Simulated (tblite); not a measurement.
# Geometry relaxation of C3H11N2OSi (part 1 of 3)

The run: geometry relaxation of C3H11N2OSi, multiplicity 2. Method and program: GFN2-xTB geometry optimisation, gas phase (tblite 0.8.0).

It belongs to a series of runs on one base structure; here: H removed from sp3 C.

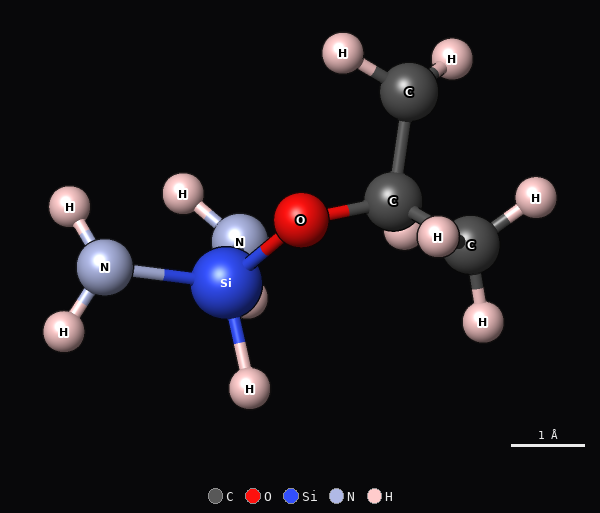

Fig. 1: The starting structure (ball-and-stick view, seen at a tilt). Bond lengths as drawn: C–C 1.52 to 1.55 Å, C–H 1.09 to 1.11 Å, C–O 1.38 Å, H–N 1.02 to 1.06 Å, H–Si 1.48 Å, N–Si 1.78 to 1.79 Å and O–Si 1.70 Å.

## Summary

- outcome: converged
- total energy: −643.9364 eV
- hardware: 1 CPU thread, shared host
- wall time: 0.68 s
- peak memory: 0.18 GiB

## Input
```
{"job": {"kind": "relax", "xc": "GFN2-xTB", "basis": "xTB"}, "charge": 0, "multiplicity": 2}
C      1.753200     1.317800     0.706500
C      1.172700     0.191400    -0.133200
C      2.370800    -0.776300    -0.302000
O      0.211900    -0.424200     0.649900
Si    -1.319600    -0.557200    -0.079600
N     -1.723500     0.922200    -0.999400
N     -2.496000    -0.883500     1.217500
H      2.045900     2.205500     0.143300
H      1.193600     1.482300     1.631900
H      0.806500     0.506600    -1.108400
H      2.192900    -1.461800    -1.142100
H      2.423300    -1.336900     0.657000
H      3.254400    -0.110700    -0.439100
H     -1.331400    -1.716900    -1.004700
H     -2.375800     1.549600    -0.454700
H     -2.082100     0.722500    -1.938500
H     -2.900700    -0.022300     1.637300
H     -3.204800    -1.601900     0.946500
```

The first line tells a small driver script what to run in tblite; the rest is the geometry in Å.

Launch command:
```bash
OMP_NUM_THREADS=1 python <driver script> task.json out
```

## Log
```
step      E/eV     max force
  0    -643.03329    3.070
  1    -643.37749    1.345
  2    -643.54698    0.907
  3    -643.60053    0.604
  4    -643.63608    0.390
  5    -643.65410    0.403
  6    -643.68143    0.415
  7    -643.69452    0.312
  8    -643.70162    0.215
  9    -643.70595    0.184
 10    -643.71187    0.223
 11    -643.71896    0.286
 12    -643.72525    0.213
 13    -643.72969    0.139
 14    -643.73361    0.149
 15    -643.73815    0.188
 16    -643.74343    0.204
 17    -643.74923    0.243
 18    -643.75517    0.260
 19    -643.76070    0.188
 20    -643.76557    0.202
 21    -643.76986    0.182
 22    -643.77362    0.177
 23    -643.77690    0.184
 24    -643.77983    0.138
 25    -643.78281    0.152
 26    -643.78635    0.176
 27    -643.79087    0.213
 28    -643.79630    0.181
 29    -643.80192    0.179
 30    -643.80707    0.189
 31    -643.81205    0.210
 32    -643.81170    0.508
 33    -643.81930    0.140
 34    -643.82174    0.129
 35    -643.82778    0.194
 36    -643.83161    0.222
 37    -643.83949    0.276
 38    -643.84583    0.236
 39    -643.85243    0.173
 40    -643.85935    0.258
 41    -643.87054    0.340
 42    -643.86363    0.671
 43    -643.88136    0.437
 44    -643.88855    0.215
 45    -643.89228    0.170
 46    -643.89733    0.262
 47    -643.90336    0.269
 48    -643.90716    0.163
 49    -643.91023    0.109
 50    -643.91235    0.171
 51    -643.91418    0.211
 52    -643.91579    0.092
 53    -643.91708    0.060
 54    -643.91795    0.073
 55    -643.91918    0.076
 56    -643.92048    0.079
 57    -643.92154    0.076
 58    -643.92238    0.061
 59    -643.92325    0.065
 60    -643.92425    0.076
 61    -643.92519    0.063
 62    -643.92595    0.062
 63    -643.92659    0.051
 64    -643.92715    0.055
 65    -643.92765    0.051
 66    -643.92810    0.046
 67    -643.92847    0.048
 68    -643.92875    0.034
 69    -643.92905    0.049
 70    -643.92937    0.052
 71    -643.92979    0.056
 72    -643.93031    0.065
 73    -643.93080    0.050
 74    -643.93117    0.048
 75    -643.93149    0.041
 76    -643.93179    0.046
 77    -643.93207    0.045
 78    -643.93227    0.036
 79    -643.93243    0.031
 80    -643.93261    0.036
 81    -643.93283    0.042
 82    -643.93304    0.035
 83    -643.93320    0.026
 84    -643.93332    0.021
 85    -643.93342    0.025
 86    -643.93352    0.023
 87    -643.93358    0.018
 88    -643.93362    0.014
 89    -643.93366    0.016
 90    -643.93372    0.018
 91    -643.93380    0.021
 92    -643.93389    0.023
 93    -643.93398    0.021
 94    -643.93409    0.025
 95    -643.93425    0.026
 96    -643.93445    0.030
 97    -643.93464    0.028
 98    -643.93479    0.030
 99    -643.93490    0.028
100    -643.93500    0.024
101    -643.93509    0.020
102    -643.93519    0.030
103    -643.93530    0.034
104    -643.93541    0.029
105    -643.93552    0.031
106    -643.93560    0.018
107    -643.93566    0.017
108    -643.93572    0.017
109    -643.93579    0.021
110    -643.93589    0.027
111    -643.93600    0.026
112    -643.93610    0.018
113    -643.93617    0.023
114    -643.93622    0.022
115    -643.93628    0.022
116    -643.93633    0.014
117    -643.93637    0.012
118    -643.93639    0.012
119    -643.93642    0.011
120    -643.93644    0.009
```

## Trajectory as extended XYZ (Å, eV, eV/Å), 27 of the 121 frames kept, from step=0 to step=120
```
18
Properties=species:S:1:pos:R:3:forces:R:3 step=0 energy=-643.03329
C     1.7532    1.3178    0.7065   -1.5230   0.5150  -0.8710
C     1.1727    0.1914   -0.1332    1.8780   0.4550   1.4700
C     2.3708   -0.7763   -0.3020   -0.0040   0.1690   0.1290
O     0.2119   -0.4242    0.6499   -2.8130  -0.3050  -1.1910
Si   -1.3196   -0.5572   -0.0796    0.1660  -0.0550   1.0450
N    -1.7235    0.9222   -0.9994   -0.6420  -0.2730   0.9470
N    -2.4960   -0.8835    1.2175    0.0200   0.2280  -0.8800
H     2.0459    2.2055    0.1433    0.1890  -0.3320   0.4120
H     1.1936    1.4823    1.6319    0.6120  -0.0530  -0.3150
H     0.8065    0.5066   -1.1084   -0.0450   0.2320  -0.0450
H     2.1929   -1.4618   -1.1421    0.3380   0.2260   0.3450
H     2.4233   -1.3369    0.6570    0.2660   0.3230  -0.8050
H     3.2544   -0.1107   -0.4391   -0.4120  -1.0330  -0.0730
H    -1.3314   -1.7169   -1.0047    0.0580   0.3490   0.2170
H    -2.3758    1.5496   -0.4547    0.9170  -0.8820  -1.1810
H    -2.0821    0.7225   -1.9385    0.0350   0.4240   0.6870
H    -2.9007   -0.0223    1.6373    0.1730  -1.2780  -0.4700
H    -3.2048   -1.6019    0.9465    0.7870   1.2910   0.5800
18
Properties=species:S:1:pos:R:3:forces:R:3 step=5 energy=-643.65410
C     1.6352    1.3727    0.6671   -0.2350   0.2100   0.0410
C     1.1831    0.2000   -0.0952    0.1490   0.1610   0.0760
C     2.3576   -0.7720   -0.2907    0.0680  -0.0440   0.0710
O     0.1228   -0.4178    0.5805   -0.1580  -0.1430   0.0730
Si   -1.3460   -0.5724   -0.0819    0.0860  -0.0430   0.1210
N    -1.7324    0.8691   -0.9639   -0.0830   0.2380  -0.1630
N    -2.4667   -0.8730    1.1860   -0.0930  -0.1070   0.2150
H     2.0787    2.2057    0.1593    0.0950  -0.0130   0.0490
H     1.2303    1.4928    1.6490    0.0830   0.1190   0.1510
H     0.8338    0.5213   -1.0784   -0.0070   0.1170  -0.3160
H     2.2092   -1.4497   -1.1247   -0.1170  -0.0270  -0.0050
H     2.4609   -1.3405    0.6259    0.0970  -0.1050   0.0500
H     3.2583   -0.1867   -0.4546    0.0630  -0.1040  -0.0600
H    -1.3337   -1.6931   -0.9918   -0.0710  -0.2910  -0.2700
H    -2.3433    1.5274   -0.5067    0.0470   0.0900   0.0910
H    -2.0770    0.7519   -1.8983    0.0120  -0.0080  -0.2610
H    -2.9003   -0.0805    1.6282    0.0730   0.0570   0.0930
H    -3.1793   -1.5489    0.9786   -0.0080  -0.1070   0.0460
18
Properties=species:S:1:pos:R:3:forces:R:3 step=9 energy=-643.70595
C     1.5639    1.4226    0.6640    0.0730  -0.0820   0.0110
C     1.1799    0.2200   -0.0901   -0.0460  -0.0430  -0.0360
C     2.3590   -0.7746   -0.2775   -0.0340   0.0660   0.0080
O     0.1091   -0.4260    0.5657    0.0600   0.0300  -0.1290
Si   -1.3626   -0.5870   -0.0931    0.0030  -0.0190  -0.1010
N    -1.7412    0.8698   -0.9806   -0.0350  -0.1140  -0.0250
N    -2.4612   -0.8874    1.2084    0.0460  -0.0230  -0.0650
H     2.1063    2.2062    0.1747    0.0340   0.0160   0.0600
H     1.2546    1.5205    1.6838    0.0170   0.0510   0.0050
H     0.8527    0.5371   -1.0984    0.0630  -0.0660   0.0810
H     2.1873   -1.4483   -1.1146   -0.1600   0.0210   0.0880
H     2.4878   -1.3606    0.6284   -0.0690   0.0520   0.0190
H     3.2754   -0.2249   -0.4701    0.0130   0.0660  -0.0030
H    -1.3507   -1.7214   -1.0236   -0.0940   0.0750   0.0370
H    -2.3288    1.5410   -0.5077    0.0560   0.0080  -0.0530
H    -2.0730    0.7631   -1.9253   -0.0010   0.0490  -0.0210
H    -2.8879   -0.0856    1.6462    0.0890  -0.0290   0.0450
H    -3.1795   -1.5583    0.9981   -0.0150  -0.0590   0.0800
18
Properties=species:S:1:pos:R:3:forces:R:3 step=14 energy=-643.73361
C     1.5596    1.4313    0.6753    0.0550   0.0160   0.0360
C     1.1785    0.2320   -0.0887    0.0550   0.0790   0.0440
C     2.3540   -0.7605   -0.2649   -0.0480  -0.0460   0.0210
O     0.1043   -0.4338    0.5233   -0.0850   0.0070   0.0860
Si   -1.3740   -0.6009   -0.1215   -0.0600   0.0320   0.0350
N    -1.7632    0.8440   -1.0075    0.0370   0.0580  -0.0340
N    -2.4469   -0.9066    1.1984    0.0230  -0.0030   0.0050
H     2.1360    2.2049    0.2072    0.0250  -0.0400  -0.0270
H     1.2730    1.5503    1.7004   -0.0600  -0.0870  -0.0210
H     0.8824    0.5343   -1.1042   -0.0220   0.1390  -0.0500
H     2.1137   -1.4407   -1.0770    0.0890  -0.0360  -0.0250
H     2.4761   -1.3442    0.6429    0.0140   0.0900   0.0670
H     3.2776   -0.2254   -0.4816   -0.1220  -0.0680  -0.0270
H    -1.4012   -1.7263   -1.0432   -0.0330  -0.0980  -0.0920
H    -2.2948    1.5532   -0.5281    0.0130   0.0200  -0.0300
H    -2.0735    0.7854   -1.9612   -0.0330  -0.0290  -0.0340
H    -2.8349   -0.1069    1.6748    0.0740  -0.0630   0.0290
H    -3.1756   -1.5837    1.0440    0.0790   0.0290   0.0160
18
Properties=species:S:1:pos:R:3:forces:R:3 step=18 energy=-643.75517
C     1.5850    1.4306    0.6962   -0.1140  -0.0580  -0.0350
C     1.1690    0.2517   -0.0844    0.0080  -0.0510  -0.0760
C     2.3263   -0.7600   -0.2505    0.0280   0.0150  -0.0310
O     0.0812   -0.4225    0.5082    0.0260   0.2360  -0.1070
Si   -1.3895   -0.6101   -0.1551    0.0200   0.0200  -0.0330
N    -1.7671    0.8380   -1.0433    0.0300   0.0160  -0.0370
N    -2.4190   -0.9245    1.1910    0.0190  -0.0100   0.0440
H     2.1727    2.1966    0.2227   -0.0480  -0.1080   0.1070
H     1.2617    1.5427    1.7112    0.0160   0.0140  -0.0220
H     0.9019    0.5777   -1.1076   -0.0850   0.0340   0.1340
H     2.0813   -1.4516   -1.0523    0.0130  -0.1120   0.1120
H     2.4655   -1.2976    0.6837   -0.0300  -0.0180  -0.0580
H     3.2445   -0.2391   -0.5017    0.0430   0.0300  -0.0250
H    -1.4560   -1.7459   -1.0768    0.0420   0.0630   0.0280
H    -2.2623    1.5703   -0.5598    0.0170   0.0020  -0.0200
H    -2.0866    0.7926   -1.9953   -0.0380  -0.0550   0.0050
H    -2.7661   -0.1400    1.7160    0.0520   0.0260   0.0660
H    -3.1514   -1.6026    1.0860    0.0010  -0.0450  -0.0500
18
Properties=species:S:1:pos:R:3:forces:R:3 step=23 energy=-643.77690
C     1.5785    1.4230    0.7136    0.0180   0.0470   0.0330
C     1.1577    0.2680   -0.0949    0.0440   0.0760   0.0300
C     2.3065   -0.7573   -0.2443   -0.0280   0.0000  -0.0010
O     0.0488   -0.3659    0.4754    0.0150  -0.1520   0.1020
Si   -1.4068   -0.6080   -0.1914   -0.0350   0.0800   0.0760
N    -1.7655    0.8348   -1.0932   -0.0260   0.0080  -0.0330
N    -2.3833   -0.9444    1.1893   -0.0110   0.0100  -0.0250
H     2.2094    2.1652    0.2688    0.0520   0.0340   0.0400
H     1.2504    1.5362    1.7253   -0.0320  -0.0310   0.0160
H     0.8982    0.6368   -1.0986   -0.0170  -0.0480  -0.1310
H     2.0480   -1.5002   -0.9944   -0.0130   0.0020   0.0170
H     2.4501   -1.2545    0.7119    0.0270   0.0230  -0.0320
H     3.2241   -0.2493   -0.5330   -0.0510  -0.0480  -0.0030
H    -1.4969   -1.7453   -1.1033    0.0790   0.0200  -0.0010
H    -2.2197    1.5892   -0.6038    0.0120   0.0230  -0.0350
H    -2.1178    0.7826   -2.0325   -0.0900  -0.0410  -0.0230
H    -2.6721   -0.1790    1.7767    0.0390  -0.0630   0.0040
H    -3.1184   -1.6257    1.1167    0.0180   0.0600  -0.0340
18
Properties=species:S:1:pos:R:3:forces:R:3 step=28 energy=-643.79630
C     1.5745    1.4308    0.7360   -0.0230  -0.0130  -0.0720
C     1.1460    0.2963   -0.1019   -0.0410  -0.1120  -0.0110
C     2.2755   -0.7505   -0.2400    0.0650  -0.0360   0.0330
O     0.0384   -0.3523    0.4669    0.0070   0.1670  -0.0540
Si   -1.4162   -0.5785   -0.2093    0.0880  -0.0920  -0.0710
N    -1.7789    0.8324   -1.1591   -0.0250  -0.0170   0.0260
N    -2.3505   -0.9581    1.1806   -0.0210   0.0330   0.0340
H     2.2690    2.1487    0.3444   -0.0150  -0.0320   0.0340
H     1.2253    1.5172    1.7453   -0.0030  -0.0160  -0.0480
H     0.8887    0.6587   -1.1181    0.0530  -0.0460   0.1670
H     1.9974   -1.5437   -0.9286   -0.0920   0.1050  -0.0810
H     2.4454   -1.2028    0.7309    0.0200   0.0100   0.1160
H     3.1910   -0.2753   -0.5725    0.0610   0.0250  -0.0900
H    -1.4924   -1.7192   -1.1197    0.0540   0.0130  -0.0040
H    -2.1702    1.6232   -0.6723    0.0170   0.0530  -0.0720
H    -2.1982    0.7490   -2.0709   -0.0560  -0.0330   0.0990
H    -2.5612   -0.2409    1.8519    0.0050  -0.0140   0.0450
H    -3.0923   -1.6288    1.1247   -0.0950   0.0060  -0.0490
18
Properties=species:S:1:pos:R:3:forces:R:3 step=32 energy=-643.81170
C     1.5543    1.4457    0.7452    0.1920   0.0600   0.0650
C     1.1417    0.3141   -0.1013    0.0610   0.1000   0.0330
C     2.2538   -0.7505   -0.2234    0.0560  -0.0060  -0.0460
O     0.0209   -0.3004    0.4531   -0.0880  -0.0040   0.1530
Si   -1.4171   -0.5548   -0.2356   -0.1080   0.0330   0.0840
N    -1.8064    0.8189   -1.2307   -0.1130   0.1280   0.0750
N    -2.3186   -0.9672    1.1692   -0.1220   0.2050   0.2670
H     2.3431    2.1160    0.4532   -0.1000  -0.1240  -0.0770
H     1.1925    1.4850    1.7522   -0.0460   0.0390   0.0300
H     0.8933    0.6694   -1.1097    0.0680   0.0860  -0.1780
H     1.9094   -1.5615   -0.8659    0.0150   0.0710   0.1240
H     2.4556   -1.1327    0.7764    0.0610  -0.0510  -0.1530
H     3.1561   -0.3165   -0.6491   -0.0370  -0.0140   0.0720
H    -1.4578   -1.6880   -1.1471    0.0150  -0.0950  -0.0620
H    -2.0978    1.6827   -0.7875    0.1270  -0.1930  -0.0860
H    -2.3285    0.6920   -2.0841   -0.0130  -0.0310   0.1240
H    -2.4183   -0.3339    1.9576    0.0810  -0.2950  -0.4050
H    -3.0851   -1.6121    1.1157   -0.0500   0.0920  -0.0220
18
Properties=species:S:1:pos:R:3:forces:R:3 step=37 energy=-643.83949
C     1.5764    1.4399    0.7672    0.1250   0.1350  -0.0750
C     1.1461    0.3296   -0.0901   -0.0710  -0.0620  -0.0210
C     2.2546   -0.7408   -0.2231   -0.0030  -0.0730  -0.0070
O     0.0093   -0.2629    0.4819    0.0820   0.0360  -0.1810
Si   -1.4165   -0.5531   -0.2297    0.0940  -0.0710  -0.0270
N    -1.8305    0.8026   -1.2324   -0.1010   0.0300  -0.1000
N    -2.3385   -0.9754    1.1546   -0.0080   0.0920   0.1620
H     2.3649    2.0997    0.4521   -0.1050  -0.0620   0.0930
H     1.1661    1.4885    1.7558    0.0840   0.1300  -0.0070
H     0.9227    0.6741   -1.1207   -0.0270   0.0480   0.2080
H     1.8754   -1.5480   -0.8426    0.0520  -0.0430  -0.0430
H     2.4926   -1.1374    0.7598   -0.0040   0.0060   0.0160
H     3.1551   -0.3203   -0.6681   -0.1260   0.0020   0.0160
H    -1.4082   -1.6889   -1.1579   -0.0070   0.0680   0.0850
H    -2.0475    1.7028   -0.8233    0.0750  -0.2050  -0.0700
H    -2.4105    0.6394   -2.0430    0.0200   0.0950   0.1680
H    -2.3769   -0.3775    1.9682    0.0130  -0.1770  -0.2110
H    -3.1435   -1.5660    1.0798   -0.0950   0.0510  -0.0050
18
Properties=species:S:1:pos:R:3:forces:R:3 step=42 energy=-643.86363
C     1.6140    1.4624    0.8120   -0.0770  -0.1310   0.0960
C     1.1496    0.3721   -0.0611    0.0880   0.0120   0.0000
C     2.2135   -0.7482   -0.2061    0.0440   0.0550  -0.0270
O    -0.0278   -0.1584    0.4545   -0.0280  -0.0900   0.2690
Si   -1.4190   -0.5559   -0.2589   -0.0690   0.0580  -0.0040
N    -1.8976    0.7321   -1.3111   -0.1680   0.3450  -0.0790
N    -2.3370   -1.0217    1.1179   -0.1000   0.1020   0.3860
H     2.4661    2.0508    0.5472    0.0520   0.0420   0.0020
H     1.1513    1.5565    1.7756    0.1030   0.1100  -0.0360
H     0.9753    0.7629   -1.0756   -0.0680   0.0130  -0.1280
H     1.7739   -1.5813   -0.7556    0.0700   0.0980   0.1150
H     2.5538   -1.0854    0.7739   -0.1670   0.0010  -0.1230
H     3.0676   -0.3575   -0.7547   -0.0120  -0.0500   0.0030
H    -1.3456   -1.6731   -1.1817    0.0210  -0.2380  -0.0790
H    -1.8552    1.7010   -0.9877   -0.1700  -0.5800  -0.2910
H    -2.6614    0.5665   -1.9613    0.3030   0.3100   0.3640
H    -2.1747   -0.5786    2.0211   -0.1730  -0.3120  -0.5210
H    -3.2557   -1.4379    1.0400    0.3540   0.2550   0.0520
18
Properties=species:S:1:pos:R:3:forces:R:3 step=46 energy=-643.89733
C     1.6293    1.4547    0.8174   -0.0090   0.0080   0.0390
C     1.1528    0.3683   -0.0543   -0.0670   0.0180   0.0340
C     2.2165   -0.7469   -0.2103   -0.0150   0.0580  -0.0230
O    -0.0234   -0.1691    0.4809   -0.0030   0.0230  -0.0450
Si   -1.4127   -0.5624   -0.2545    0.0920  -0.0770  -0.0640
N    -1.8961    0.7210   -1.3092   -0.0920   0.0430  -0.1290
N    -2.3477   -1.0298    1.1074    0.0250   0.0240   0.1190
H     2.4670    2.0609    0.5375    0.0080  -0.0300  -0.0250
H     1.1654    1.5893    1.7739    0.0370   0.0330  -0.0110
H     0.9712    0.7660   -1.0725   -0.0930  -0.0730   0.0740
H     1.7825   -1.5756   -0.7640    0.0050   0.0230   0.0270
H     2.5472   -1.0975    0.7656   -0.0900   0.0170  -0.0580
H     3.0670   -0.3494   -0.7563    0.0470  -0.0380   0.0120
H    -1.3283   -1.6920   -1.1750    0.0230  -0.0910   0.0130
H    -1.8492    1.6778   -0.9934   -0.0480  -0.0430  -0.0460
H    -2.6848    0.5827   -1.9263    0.1580   0.1040   0.1810
H    -2.1873   -0.5932    2.0011   -0.0680  -0.1000  -0.0840
H    -3.2781   -1.3985    1.0205    0.0910   0.1030  -0.0140
18
Properties=species:S:1:pos:R:3:forces:R:3 step=51 energy=-643.91418
C     1.6489    1.4598    0.8314   -0.0720  -0.0450   0.0010
C     1.1478    0.3759   -0.0314    0.0370  -0.0040  -0.0620
C     2.2086   -0.7397   -0.2184   -0.0430  -0.0020   0.0260
O    -0.0303   -0.1528    0.4998    0.0140  -0.0420   0.0620
Si   -1.3918   -0.5833   -0.2643   -0.0360   0.0530  -0.0030
N    -1.9010    0.6944   -1.3257    0.1620   0.0470   0.1270
N    -2.3501   -1.0510    1.0854    0.0420  -0.0320  -0.0650
H     2.4883    2.0501    0.5312    0.0720   0.0010  -0.0450
H     1.1817    1.6446    1.7769   -0.0040  -0.0120   0.0040
H     0.9413    0.7722   -1.0398   -0.0060   0.0480  -0.0900
H     1.7763   -1.5718   -0.7675   -0.0810   0.0500  -0.0170
H     2.5377   -1.1000    0.7517   -0.0040   0.0020   0.0310
H     3.0626   -0.3563   -0.7706   -0.0200   0.0390   0.0540
H    -1.2712   -1.7313   -1.1603    0.0240  -0.0110   0.0090
H    -1.8061    1.6556   -1.0325    0.0460  -0.0520   0.0280
H    -2.7575    0.5910   -1.8364   -0.1190  -0.0630  -0.0860
H    -2.1780   -0.6610    1.9937    0.0310   0.0120   0.0520
H    -3.3160   -1.2901    0.9653   -0.0420   0.0090  -0.0260
```
